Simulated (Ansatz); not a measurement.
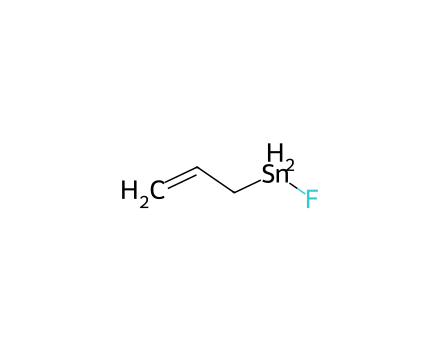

**Give its SMILES.**

C=C[CH2][SnH2][F]

**What is the molecular formula?**

C3H7FSn.

**An optimisation with PBE0-D4/def2-TZVP gave a structure of which point group?**

C1. Other conformers may differ.

The parts below concern this one geometry. Atoms keep their numbers from picture to picture. The geometry was computed by an optimisation with PBE0-D4/def2-TZVP.

**Shape**

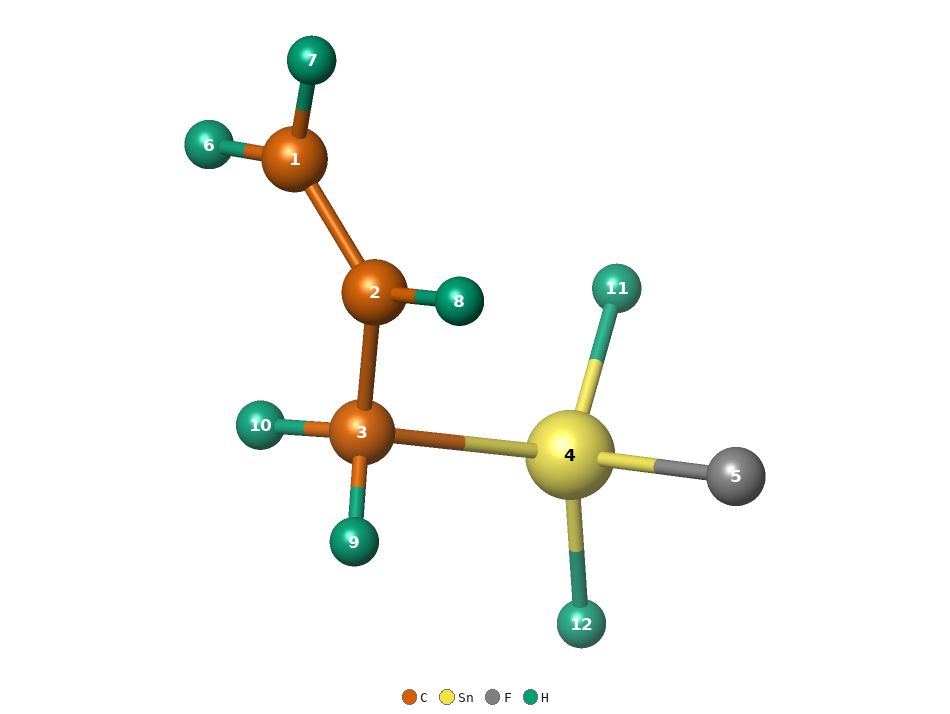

Estimate the angles C1–C2–C3, C1–C2–H8, C2–C1–H6, C2–C1–H7, C2–C3–Sn4, C2–C3–H9, C2–C3–H10, C3–C2–H8, C3–Sn4–F5, C3–Sn4–H12, Sn4–C3–H10, F5–Sn4–H11.

```
     angle  degrees
  C1–C2–C3    125.2
  C1–C2–H8    118.9
  C2–C1–H6    121.6
  C2–C1–H7    121.3
 C2–C3–Sn4    110.3
  C2–C3–H9    112.1
 C2–C3–H10    112.1
  C3–C2–H8    115.8
 C3–Sn4–F5    103.0
C3–Sn4–H12    115.2
Sn4–C3–H10    108.0
F5–Sn4–H11    104.7
```

**Levels of theory compared**

Program: Ansatz 0.2.0.

Compare HOMO–LUMO gap (eV), dipole (D), HOMO energy (eV) at these levels: B3LYP-D4/def2-TZVPP; PBE-D4/def2-TZVPP; r2SCAN-D4/def2-TZVPP; ωB97M-V/def2-TZVPP.

| level | HOMO–LUMO gap (eV) | dipole (D) | HOMO energy (eV) |
| --- | --- | --- | --- |
| B3LYP-D4/def2-TZVPP | 6.03 | 2.84 | −6.96 |
| PBE-D4/def2-TZVPP | 4.61 | 2.68 | −6.10 |
| r2SCAN-D4/def2-TZVPP | 5.05 | 2.77 | −6.28 |
| ωB97M-V/def2-TZVPP | 10.17 | 2.84 | −9.29 |

**Vibrations**

Harmonic vibrations computed with RKS PBE0-D4/def2-TZVP, core potentials on Sn (Ansatz 0.2.0) at a stationary point of the same level.

**How many vibrational modes are there, and where do they lie?**

30 modes: 35, 86, 122, 224, 373, 401, 502, 513, 593, 624, 689, 706, 775, 935, 952, 1026, 1061, 1135, 1216, 1329, 1428, 1461, 1710, 1939, 1959, 3068, 3126, 3151, 3161, 3244 cm⁻¹.

**Charges**

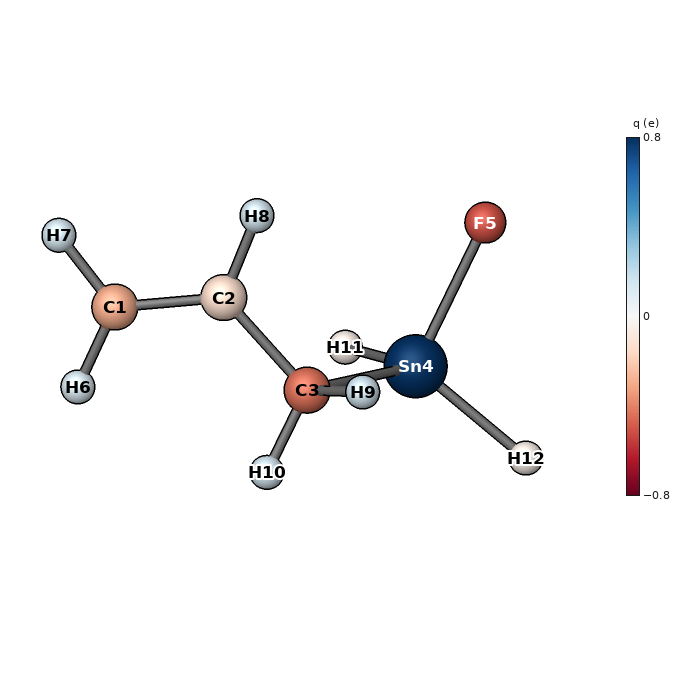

Atoms are coloured by their Mulliken charges. Method: RKS PBE0-D4/def2-TZVP, core potentials on Sn (Ansatz 0.2.0).

**Which atom carries the highest charge (most positive or least negative)?**

Sn4 (0.79 e).

**And the lowest?**

F5 (−0.51 e).

List the Mulliken charges.

```tsv
atom	value (e)
C1	−0.29
C2	−0.13
C3	−0.43
Sn4	0.79
F5	−0.51
H6	0.12
H7	0.13
H8	0.14
H9	0.15
H10	0.14
H11	−0.05
H12	−0.05
```

Mulliken values depend strongly on the basis set and can even reverse the polarity of a bond.
